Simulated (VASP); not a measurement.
Band structure of TiS₂ (space group P6_3/mmc). Level of theory: PBEsol GGA, VASP's PBE PAW potentials (set 64) (plane waves; VASP).

Without a dispersion term in the relaxation, distances and binding between the weakly bound layers, chains or molecules are unreliable, and so is what depends on them.

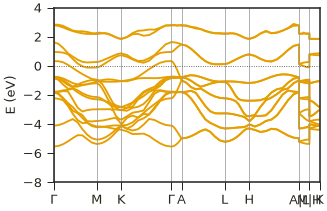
Bands along high-symmetry lines, zero at the valence-band maximum or, without a gap, the Fermi level

Question: Read the plot: is there a gap, and where are the band edges?

Answer: It has no gap at this level: it comes out as a metal or semimetal. (Edges off the drawn lines would not show.)

The structure comes from a computed database's TiS2 entry (P6_3/mmc); how it stands against other phases isn't given here. It was relaxed first, which changed the volume by -11 %.
